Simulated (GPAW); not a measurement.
# Polarising Cl/Al(110) with a field along the normal

The dipole of the cell at several fields, atoms fixed. What does the strongest field give, and what length does the slope stand for?

Set-up. GPAW 26.7.0, plane waves (400 eV), PAW setups, PBE, 8×11 mesh, a dipole layer in the vacuum; geometry relaxed without an applied field with GPAW. The cell's area is 11.60 Å², and e/ε0 = 180.95 V Å.

The runs, one held back:

```tsv
field (V/Å)	dipole (e Å)
−0.2	−0.2564
−0.1	−0.1923
−0.05	−0.1602
0.05	−0.0960
0.1	−0.0638
0.2	0.0006
0.3	?
```

Q: What is the dipole at 0.3 V/Å?

Worked answer. A line through the 6 points has the slope α = 0.642 e Å per V/Å and the intercept p₀ = −0.1280 e Å (r.m.s. residual 8.6e−05). At 0.3 V/Å it gives p = −0.1280 + 0.642 × 0.3 = 0.0647 e Å; the run gives 0.0651 e Å, so the response stays linear to 0.2 % of the induced part. Dividing by ε0 and the area: α/(ε0 A) = 0.642 × 180.95 / 11.60 = 10.02 Å, against 7.83 Å between the outer nuclei.

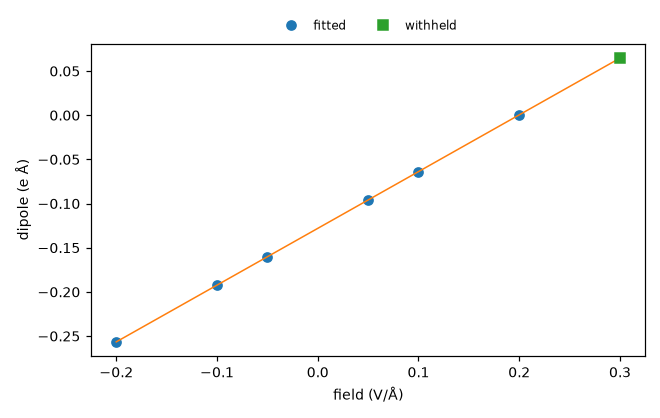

The line and the withheld run.

**Limits.** This is the electronic response alone; ions that move would add to it in polar layers. No run was spin-polarised, so magnetic states weren't tested.

[Logs are printed without paths, hosts, clocks, repeated set-up lines and the standing remarks that a program may print on its own settings, such as how far it seeks lower states.]
